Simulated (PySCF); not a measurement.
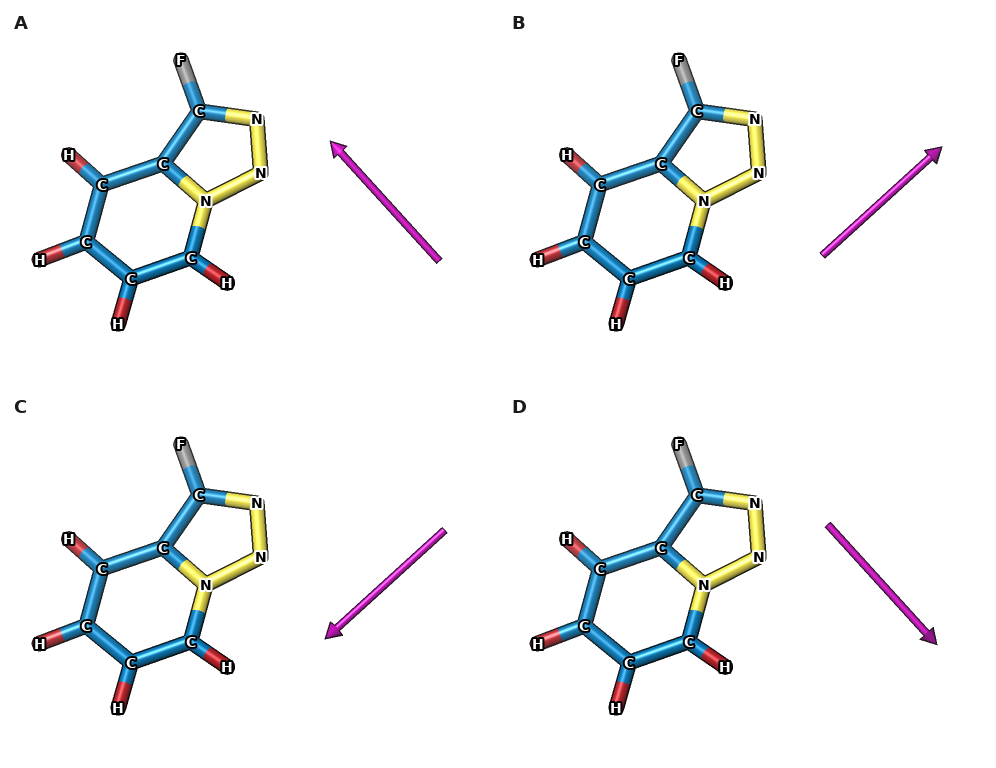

The same molecule four times, each with an arrow. The geometry was computed by an optimisation with GFN2-xTB. No frequency run is at hand to confirm it as a minimum. Level of theory: PBE0/def2-SVPD, gas phase (PySCF 2.14.0).

Which arrow points along the dipole moment, from the negative to the positive end?

C. The dipole moment is 5.44 D.
